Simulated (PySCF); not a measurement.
C₄H₄S, SMILES `c1ccsc1`.

Level of theory: TPSS/def2-TZVP (PySCF), at a geometry from GFN2-xTB. No frequency check shows the geometry to be a minimum. GFN2-xTB bond lengths at metals and heavier atoms can be off by up to 0.1 Å and shapes distorted, which carries into these values.

Cartesian coordinates (Å):

```
C1       1.2655    0.7073    0.0000
C2       1.2656   -0.7072    0.0000
C3       0.0126   -1.2258    0.0000
S4      -1.1929   -0.0000    0.0000
C5       0.0125    1.2258    0.0000
H6       2.1593    1.3051    0.0000
H7       2.1594   -1.3049    0.0000
H8      -0.2847   -2.2555    0.0000
H9      -0.2849    2.2554    0.0000
```

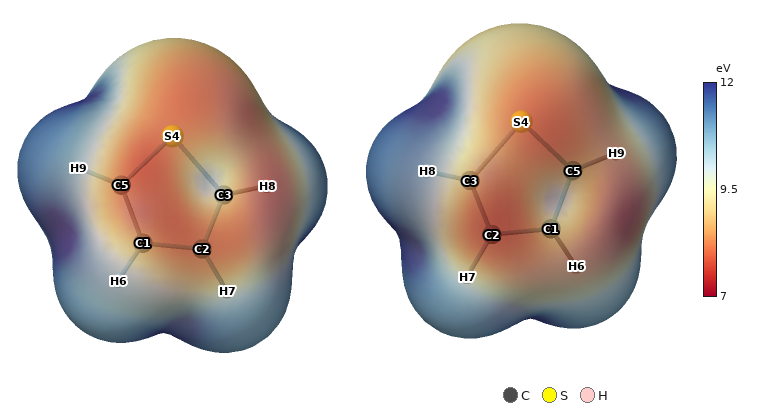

Average local ionisation energy on the surface of electron density 0.001 a.u. (back view left, front view right).

> Where are the most loosely bound electrons on this surface?

The lowest value is 7.6 eV, off the molecular plane, over C3 (2.1 Å), and at like points elsewhere. Further minima include 7.8 eV, off the molecular plane, over S4 (2.2 Å), and at like points elsewhere. For comparison, the highest occupied orbital lies at −5.8 eV.

> What volume does the surface enclose, and what is the dipole moment?

About 105 Å³; the dipole moment is 0.5 D.
